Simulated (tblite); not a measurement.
**Molecular dynamics, with input and output: C6H8N2**

- system: C6H8N2 (adiponitrile), SMILES N#CCCCCC#N
- method: GFN2-xTB Langevin dynamics, gas phase (tblite 0.8.0)

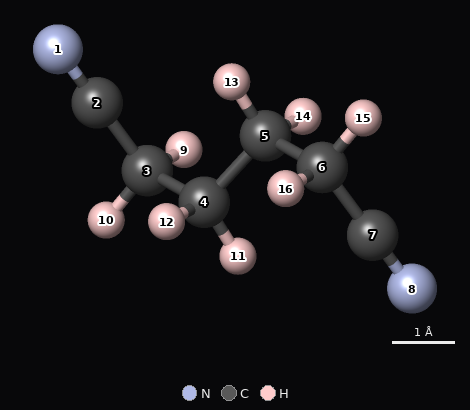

Fig. 1: The structure as given in the input (ball-and-stick view, seen at a tilt; atoms are numbered from 1 in the order of the input). Bond lengths as drawn: C–C 1.44 to 1.53 Å, C–H 1.09 Å and C–N 1.14 Å.

**The input**
```
{"job": {"kind": "md", "xc": "GFN2-xTB", "basis": "xTB", "temperature": 300, "steps": 2000, "every": 50}, "charge": 0, "multiplicity": 1}
N     -3.233330     1.299239     0.353390
C     -2.596305     0.368824     0.165986
C     -1.769260    -0.791148    -0.050113
C     -0.360284    -0.572584     0.516169
C      0.358706     0.573827    -0.192665
C      1.767733     0.791319     0.374166
C      2.596014    -0.367417     0.155676
N      3.234950    -1.295959    -0.034382
H     -1.721024    -0.989054    -1.124865
H     -2.244508    -1.646670     0.437502
H      0.213914    -1.494593     0.398024
H     -0.431717    -0.354048     1.584916
H     -0.214892     1.496194    -0.073917
H      0.430013     0.355831    -1.261574
H      2.243260     1.647520    -0.111996
H      1.719130     0.987664     1.449274
```

The first line tells a small driver script what to run in tblite; the rest is the geometry in Å.

Run on 1 CPU thread, shared host.

Launch command:
```bash
OMP_NUM_THREADS=1 python <driver script> task.json out
```

**What the program printed**
```
t/fs     T/K      E/eV
    0.0   244.0   -617.58869
   25.0    95.6   -617.21668
   50.0   231.9   -617.30671
   75.0   199.3   -617.20892
  100.0   258.7   -617.15541
  125.0   295.1   -617.24009
  150.0   251.7   -617.16396
  175.0   205.6   -617.20063
  200.0   155.9   -617.07547
  225.0   284.5   -617.27337
  250.0   264.8   -617.11107
  275.0   345.5   -617.12869
  300.0   261.2   -617.05486
  325.0   299.8   -617.26561
  350.0   258.9   -617.09828
  375.0   251.4   -617.13441
  400.0   239.5   -617.07503
  425.0   221.7   -617.00020
  450.0   221.3   -617.14214
  475.0   251.8   -616.98236
  500.0   393.1   -616.95291
  525.0   359.3   -616.91963
  550.0   362.3   -616.92923
  575.0   249.5   -616.84272
  600.0   323.9   -616.85817
  625.0   365.5   -617.15449
  650.0   269.9   -616.98324
  675.0   206.8   -616.92074
  700.0   306.7   -617.04177
  725.0   225.9   -617.20100
  750.0   269.6   -617.17636
  775.0   303.8   -617.13889
  800.0   271.3   -616.97644
  825.0   344.7   -617.10276
  850.0   224.9   -616.96831
  875.0   271.9   -616.82011
  900.0   315.0   -616.56881
  925.0   484.2   -616.85403
  950.0   294.6   -616.63739
  975.0   320.7   -616.76367
 1000.0   284.5   -616.85862
```

**Trajectory as extended XYZ (Å, eV, eV/Å), 13 of the 41 frames kept, from step=0 to step=40**
```
16
Properties=species:S:1:pos:R:3:forces:R:3 step=0 time_fs=0.0 energy=-617.58869 temperature=244.0
N    -3.2333    1.2992    0.3534    0.0000  -0.0008  -0.0054
C    -2.5963    0.3688    0.1660   -0.0016   0.0024   0.0078
C    -1.7693   -0.7911   -0.0501    0.0013   0.0001   0.0022
C    -0.3603   -0.5726    0.5162    0.0020   0.0011   0.0017
C     0.3587    0.5738   -0.1927    0.0014  -0.0010  -0.0003
C     1.7677    0.7913    0.3742    0.0004   0.0012  -0.0039
C     2.5960   -0.3674    0.1557   -0.0030   0.0008  -0.0068
N     3.2350   -1.2960   -0.0344   -0.0001  -0.0021   0.0062
H    -1.7210   -0.9891   -1.1249    0.0023   0.0023   0.0003
H    -2.2445   -1.6467    0.4375   -0.0002  -0.0018   0.0008
H     0.2139   -1.4946    0.3980   -0.0005   0.0026  -0.0024
H    -0.4317   -0.3540    1.5849   -0.0064  -0.0030   0.0012
H    -0.2149    1.4962   -0.0739    0.0007  -0.0051   0.0015
H     0.4300    0.3558   -1.2616    0.0065   0.0028   0.0010
H     2.2433    1.6475   -0.1120   -0.0019   0.0048  -0.0005
H     1.7191    0.9877    1.4493   -0.0008  -0.0044  -0.0034
16
Properties=species:S:1:pos:R:3:forces:R:3 step=3 time_fs=75.0 energy=-617.20892 temperature=199.3
N    -3.3827    1.3120    0.5691    0.8138  -1.4959  -0.4325
C    -2.7958    0.3585    0.2761   -0.8114   1.6850   0.5206
C    -1.9846   -0.7683   -0.0781    0.2945  -0.0116   1.8547
C    -0.5528   -0.6564    0.4843    0.0688   0.0876   0.5328
C     0.2638    0.4888   -0.0972   -0.7301   0.0882  -0.5733
C     1.6195    0.6733    0.5119    2.0819  -0.2399  -0.0394
C     2.4868   -0.4845    0.0939   -1.0109   2.2100   0.7303
N     3.1807   -1.3097   -0.2670    0.2315  -0.5559  -0.1527
H    -1.8788   -0.8229   -1.1022   -0.0680  -0.0601  -2.4223
H    -2.4642   -1.6889    0.2679    0.0234   0.0566   0.1518
H    -0.0112   -1.5359    0.1770    0.0299  -0.7585   0.4210
H    -0.5972   -0.5402    1.5893    0.1416  -0.2707  -0.5896
H    -0.3217    1.3807    0.0168   -0.2399   0.7731   0.0432
H     0.4635    0.3535   -1.1744   -0.4390  -0.1314   0.1766
H     2.0352    1.6397    0.0953   -0.0136  -1.0565   0.2450
H     1.6903    0.7882    1.6124   -0.3725  -0.3202  -0.4664
16
Properties=species:S:1:pos:R:3:forces:R:3 step=7 time_fs=175.0 energy=-617.20063 temperature=205.6
N    -3.2061    1.4935    0.4860    0.0171   0.0813   0.4144
C    -2.7533    0.4429    0.4730   -0.7398   0.6218  -0.5487
C    -2.2348   -0.8443    0.1877    1.2387  -0.7678  -1.2233
C    -0.7318   -0.8904    0.6168   -0.8166   0.7011   1.4983
C     0.0008    0.4585    0.3776   -0.4168  -1.3974  -1.7426
C     1.4614    0.3578    0.7952    0.2401  -0.0886   0.3457
C     2.1635   -0.4777   -0.1557    0.7184   0.2913   0.3071
N     2.8233   -1.1602   -0.7955   -0.3548   0.0948  -0.0979
H    -2.2746   -0.9766   -0.9371   -0.1307   0.1234   0.9595
H    -2.8460   -1.6307    0.6475    0.2883   0.1338  -0.0142
H    -0.1875   -1.7095    0.1941    0.0974  -0.4271  -0.4779
H    -0.7739   -1.0548    1.7208    0.2972   0.0394  -0.5013
H    -0.5181    1.2027    0.9072   -0.4571   1.0829   0.7992
H    -0.1132    0.7107   -0.7258    0.4110  -0.2025   1.0826
H     1.9100    1.3810    0.9017   -0.1669  -0.9493  -0.2428
H     1.5731   -0.1984    1.7678   -0.2256   0.6628  -0.5582
16
Properties=species:S:1:pos:R:3:forces:R:3 step=10 time_fs=250.0 energy=-617.11107 temperature=264.8
N    -3.3159    1.5126    0.6521   -0.1065  -0.1232   0.2214
C    -2.9081    0.4502    0.5473    0.3597  -0.7230  -0.7490
C    -2.2776   -0.8533    0.2678   -1.0135   1.2560  -1.4421
C    -0.9351   -0.8901    0.8944    1.2425  -0.6353   1.2055
C    -0.1130    0.3103    0.4633    0.1076   1.2856   0.7226
C     1.4067    0.1741    0.7547   -0.4100   1.3123  -1.5782
C     2.1239   -0.5416   -0.2872   -0.6688  -0.1189   0.9791
N     2.6064   -1.3179   -0.9699    0.2813   0.0706  -0.5112
H    -2.2158   -0.9967   -0.8690   -0.2270   0.2238   1.4093
H    -2.8369   -1.6295    0.7252   -0.9802  -0.7546   0.0555
H    -0.4458   -1.8360    0.5944    0.0148   0.3493   0.1340
H    -1.0820   -0.9330    2.0179    0.4260   0.1714  -1.0079
H    -0.4768    1.2216    1.0738    0.4151  -1.1677  -1.1074
H    -0.2873    0.4862   -0.6112    0.1173   0.1388   0.4185
H     1.8138    1.1938    0.8937    0.0649  -0.4660  -0.1866
H     1.5084   -0.3638    1.6455    0.3766  -0.8191   1.4364
16
Properties=species:S:1:pos:R:3:forces:R:3 step=13 time_fs=325.0 energy=-617.26561 temperature=299.8
N    -3.6458    1.4172    1.0538   -0.4428   0.6885   0.2606
C    -3.1315    0.4636    0.7100    0.6206  -0.7270  -0.5917
C    -2.4119   -0.7298    0.3232   -0.6020  -0.4513   1.7899
C    -1.0216   -0.7648    1.0200   -1.4734  -0.0215  -0.5433
C    -0.1666    0.4057    0.6694    0.4067  -0.0786  -0.4914
C     1.2863    0.0305    0.8659    0.9081  -0.8977   0.6290
C     1.7957   -0.8015   -0.2068   -0.0661  -0.5900  -1.0659
N     2.1075   -1.4385   -1.1179   -0.2798   0.7529   1.2184
H    -2.2583   -0.8232   -0.7378   -0.3175   0.0241  -0.3596
H    -3.0257   -1.5862    0.7612    0.6390   0.7266  -0.8468
H    -0.5891   -1.6398    0.5790    0.5804  -0.7406   0.3265
H    -1.1543   -0.8048    2.0842    0.0180  -0.4213   0.5300
H    -0.3816    1.3038    1.2130   -0.3125   0.3712   0.5021
H    -0.3169    0.6171   -0.3717   -0.0297   0.3527  -0.7753
H     1.8718    0.9307    0.8771    0.5442   0.4541   0.1157
H     1.4534   -0.5316    1.8291   -0.1929   0.5579  -0.6981
16
Properties=species:S:1:pos:R:3:forces:R:3 step=17 time_fs=425.0 energy=-617.00020 temperature=221.7
N    -4.1236    1.3151    1.4825    2.7755  -2.7641  -2.4242
C    -3.4185    0.5508    0.9139   -2.8765   3.0406   3.1193
C    -2.6176   -0.5009    0.4183    1.1044  -0.5724  -2.7778
C    -1.2751   -0.8179    1.1167   -1.3460   0.0610   1.2955
C    -0.3274    0.3425    0.9765    1.2676  -0.9134  -0.3280
C     1.1267   -0.1641    1.0775   -0.6655   0.0669   0.9401
C     1.5065   -1.0711    0.0545   -0.7203   1.6120   1.5201
N     1.7785   -1.7338   -0.8087    0.7826  -1.9509  -2.2910
H    -2.3717   -0.2929   -0.6879    0.0227   0.3774   1.1334
H    -3.2404   -1.3638    0.2191   -0.3339  -0.5899   0.8232
H    -0.8369   -1.7457    0.7659   -0.1019  -0.0281  -0.5602
H    -1.4610   -1.0000    2.1991   -0.0702   0.1455  -0.4192
H    -0.4339    1.0816    1.7264   -0.4392   0.7009   0.8135
H    -0.4232    0.8045    0.0327   -0.3448   0.6120  -1.2260
H     1.7996    0.6749    1.0834    0.4451   0.3355   0.0553
H     1.1502   -0.6866    2.0295    0.5006  -0.1329   0.3261
16
Properties=species:S:1:pos:R:3:forces:R:3 step=20 time_fs=500.0 energy=-616.95291 temperature=393.1
N    -4.0160    1.2501    1.5496   -1.4024   2.0730   1.3534
C    -3.3871    0.5291    0.9629    1.9204  -3.2235  -1.6334
C    -2.6815   -0.5903    0.2880   -1.1864   1.1851  -0.2520
C    -1.3511   -0.9288    0.8827    2.0373   0.0480  -0.8135
C    -0.3304    0.2313    0.8790   -0.2105   0.3687  -2.1623
C     1.0472   -0.2285    1.2885    0.7506  -0.0084   1.6125
C     1.5313   -1.1590    0.3505   -0.3327  -2.0841  -4.3781
N     1.6334   -1.6843   -0.6946    0.2885   0.9303   3.0116
H    -2.6264   -0.3231   -0.7755    0.2823   0.0685   0.0972
H    -3.3331   -1.4629    0.3294   -0.1868  -0.0516   0.1991
H    -0.8346   -1.7060    0.2347   -0.9137   0.3374   0.9782
H    -1.4413   -1.2112    1.9185   -0.1878  -0.6084   0.2510
H    -0.6829    1.0378    1.5038    0.0076   0.3474   0.0673
H    -0.1733    0.5856   -0.2105   -0.6537  -0.1371   1.4589
H     1.8217    0.5277    1.2241   -0.0850   0.8632   0.2301
H     1.0779   -0.6125    2.3146   -0.1276  -0.1084  -0.0199
16
Properties=species:S:1:pos:R:3:forces:R:3 step=23 time_fs=575.0 energy=-616.84272 temperature=249.5
N    -3.6599    1.3071    1.7615    0.1774   0.1006   0.0841
C    -3.2311    0.5113    1.0610   -1.1109   0.3583   0.1951
C    -2.7894   -0.5026    0.1793    0.9228  -3.3898   2.7257
C    -1.3416   -0.8814    0.6719    1.0396   1.5935  -3.0237
C    -0.4770    0.3815    0.7853   -0.1145   0.9760   1.8135
C     0.9708    0.0579    1.1223    0.7306  -1.0222  -1.8202
C     1.4643   -0.9562    0.2084    0.1847   0.3065  -0.2872
N     1.8835   -1.6862   -0.5634    0.0105  -0.2743  -0.0453
H    -2.8676   -0.2478   -0.8317    0.1002   0.3538  -1.2898
H    -3.3020   -1.5261    0.3980   -0.0415   1.7886  -0.5419
H    -0.8294   -1.4388   -0.1513   -0.6147  -0.1258   0.4712
H    -1.2188   -1.4291    1.5636   -0.6109  -0.5902   0.9739
H    -0.7489    1.0022    1.6559   -0.6528  -0.1944  -0.0240
H    -0.5521    1.1025   -0.0368    0.1025  -0.6966  -0.3333
H     1.5770    0.9135    0.9152    0.4892   0.8343   0.0297
H     1.2645   -0.3301    2.0731   -0.6123  -0.0184   1.0721
16
Properties=species:S:1:pos:R:3:forces:R:3 step=27 time_fs=675.0 energy=-616.92074 temperature=206.8
N    -3.4504    1.2165    2.1605    1.6364  -2.4163  -2.9454
C    -3.0320    0.4831    1.3362   -2.2052   2.5775   3.6194
C    -2.6337   -0.4956    0.4031   -0.5116  -2.1002  -0.5720
C    -1.1770   -0.8243    0.4711    1.6663   0.1281   1.2537
C    -0.2944    0.4471    0.4117    0.1918   0.3508   0.5356
C     1.0929    0.1606    1.0351    0.6686  -1.0976  -2.5797
C     1.6505   -0.9205    0.1547   -0.7920   1.1646   1.9335
N     1.9457   -1.7854   -0.5218    0.3477  -0.3761  -0.4886
H    -2.7588   -0.1566   -0.5817   -0.7957   0.8682  -1.5042
H    -3.2116   -1.4861    0.4623    0.3499   1.3695   0.3504
H    -0.8250   -1.5026   -0.3341   -0.4822   0.2300   0.5943
H    -1.0203   -1.2753    1.4615    0.2757  -0.3307  -0.2471
H    -0.6542    1.2989    1.0421   -0.3890  -0.6140  -0.8337
H    -0.2359    0.6823   -0.6515    0.2030   0.6080   0.1684
H     1.8364    0.9676    0.9762   -0.5174   0.1045   0.0846
H     0.9084   -0.1300    2.0443    0.3536  -0.4664   0.6308
16
Properties=species:S:1:pos:R:3:forces:R:3 step=30 time_fs=750.0 energy=-617.17636 temperature=269.6
N    -3.2918    1.1826    2.5514   -0.5920   1.8981   2.3283
C    -3.0259    0.4773    1.7204    0.0158  -1.4685  -2.1365
C    -2.7271   -0.4099    0.6512    2.1555  -0.1689  -0.7416
C    -1.1781   -0.7715    0.7593   -1.0753  -0.6934   0.8460
C    -0.2854    0.4611    0.8401   -0.1362  -0.4636   0.1691
C     1.1875    0.0730    1.0456    0.7017   0.2246   0.3756
C     1.7631   -1.0086    0.2639   -0.5420   0.8910  -0.1406
N     2.2896   -1.7725   -0.4001    0.0299  -0.3557  -0.0317
H    -2.8501    0.0298   -0.3608   -0.2519   0.0724   0.6819
H    -3.2959   -1.3205    0.7109   -0.3452  -0.3104   0.1027
H    -0.9778   -1.4156   -0.1176    0.3302   0.4743   0.3682
H    -0.9920   -1.3846    1.6700   -0.3314   0.2058  -0.4547
H    -0.5581    1.2199    1.6026   -0.0480  -0.8504   0.0327
H    -0.4731    0.9675   -0.0805    0.5234   0.5401  -0.9828
H     1.7574    0.9862    0.8160    0.1933  -0.2212  -0.0194
H     1.4603   -0.1972    2.0943   -0.6278   0.2259  -0.3972
16
Properties=species:S:1:pos:R:3:forces:R:3 step=33 time_fs=825.0 energy=-617.10276 temperature=344.7
N    -3.2711    1.3978    2.8194    0.4650  -0.6072  -0.8815
C    -2.9747    0.7212    1.9343   -0.6266   0.9554   1.1805
C    -2.7179   -0.1855    0.8626    0.4559  -1.2920   0.6704
C    -1.2676   -0.7743    0.9573   -1.9436  -0.8828   1.6825
C    -0.2691    0.3291    0.8578   -1.2720   2.0927  -0.0808
C     1.1007   -0.0214    1.3281    0.3671   0.4764   0.6599
C     1.8886   -0.8306    0.4766    0.9525  -0.4568  -0.7903
N     2.5879   -1.4573   -0.1818   -0.3779   0.1505   0.1617
H    -2.7980    0.3054   -0.0683   -0.4737   0.5444  -1.0852
H    -3.4760   -0.9972    0.9896    0.4934   0.4315  -0.3962
H    -1.1978   -1.5689    0.1970    0.3437   0.2814   0.4602
H    -1.2873   -1.1879    2.0240    0.5903  -0.0642  -1.3518
H    -0.5989    1.1563    1.5561    0.0563  -0.6696  -0.4427
H    -0.3823    0.7937   -0.1321    0.6702  -0.2391  -0.0696
H     1.6420    0.8777    1.6549    0.1853  -0.0505  -0.4977
H     0.9314   -0.5590    2.2402    0.1140  -0.6703   0.7806
16
Properties=species:S:1:pos:R:3:forces:R:3 step=37 time_fs=925.0 energy=-616.85403 temperature=484.2
N    -2.6879    1.2591    3.0332   -0.0951  -1.1983  -2.4937
C    -2.7038    0.7181    1.9990   -0.9468   0.5352   1.8397
C    -2.7493   -0.0998    0.7661    0.2674   1.2514   0.6936
C    -1.3748   -0.7833    0.7779   -0.5788  -0.6034  -1.6888
C    -0.3602    0.3440    0.7426    0.0017   0.0636   1.1437
C     1.0258    0.0915    1.3518    1.3458   1.1196  -0.5362
C     2.0621   -0.5297    0.5128   -0.7817  -0.0270   0.2748
N     2.9193   -0.9280   -0.1329   -0.2804   0.0155   0.1498
H    -2.8633    0.5816   -0.0934    0.1784  -0.1513   0.1800
H    -3.6095   -0.7544    0.7526   -0.0803  -0.3155   0.2802
H    -1.3045   -1.4508   -0.0775    0.1239  -0.0580  -0.4266
H    -1.3502   -1.4456    1.6161    0.4670  -0.0583   0.9280
H    -0.9214    1.0153    1.4297    1.2916   0.5586  -0.4351
H    -0.2337    0.8202   -0.2353   -0.2366  -0.2951   0.1027
H     1.4948    1.1170    1.4591   -0.4627  -0.6224   0.2045
H     1.0224   -0.3477    2.3511   -0.2134  -0.2145  -0.2165
16
Properties=species:S:1:pos:R:3:forces:R:3 step=40 time_fs=1000.0 energy=-616.85862 temperature=284.5
N    -2.8133    1.3675    3.0711    0.0781  -0.6617  -0.8085
C    -2.7539    0.7073    2.1302    0.1505   0.1239  -0.0729
C    -2.6980   -0.1028    0.8997   -2.3743   0.8626   0.2055
C    -1.2683   -0.5227    0.5105   -0.9361   0.0059   0.5118
C    -0.3204    0.6888    0.4582   -0.3969   0.8146   1.1876
C     0.9722    0.5461    1.3226    0.3410  -0.6569   1.4502
C     2.1425   -0.0113    0.6371    0.1881  -0.5541  -0.7118
N     3.0243   -0.5021    0.0718   -1.2821   0.8377   0.8988
H    -3.2000    0.5382    0.1032    0.7559  -0.4766   0.6212
H    -3.5233   -0.9058    1.0884    1.7861   0.6046  -0.3758
H    -1.3474   -1.0898   -0.4117    0.3095   0.0318  -0.1382
H    -1.0075   -1.1839    1.3184    0.6405  -0.5234   0.1829
H    -0.9651    1.5537    0.8971    1.4496  -0.9741  -0.9017
H     0.0188    0.8847   -0.5535   -0.3283   0.2813  -0.1312
H     1.3186    1.4989    1.8092   -0.4888  -0.5147  -0.6987
H     0.7869   -0.1497    2.2281    0.1072   0.7992  -1.2193
```

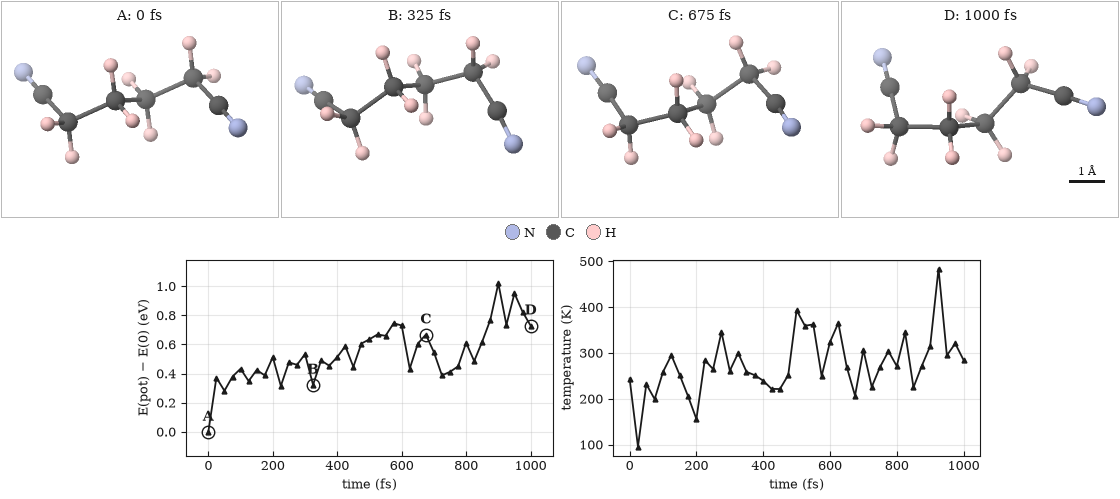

Fig. 2: Frames of the molecular dynamics (ball-and-stick, seen at a tilt) above the curves, on which the letters mark them. The trajectory kept here has 41 frames over 1000 fs. The temperature starts at 244 K, ranges from 96 to 484 K and averages 307 K over the second half. The potential energy ends 0.730 eV above its first value. After an unweighted best fit of the last frame on the first, the root-mean-square displacement is 0.70 Å, and N8 has moved furthest (1.19 Å).

**Summary**

```json
{"quantity": "outcome", "value": "finished"}
{"quantity": "mean temperature over the second half", "value": "307 K"}
{"quantity": "trajectory", "value": "41 frames kept, 1000 fs"}
{"quantity": "wall time", "value": "36 s"}
{"quantity": "peak memory", "value": "0.18 GiB"}
```
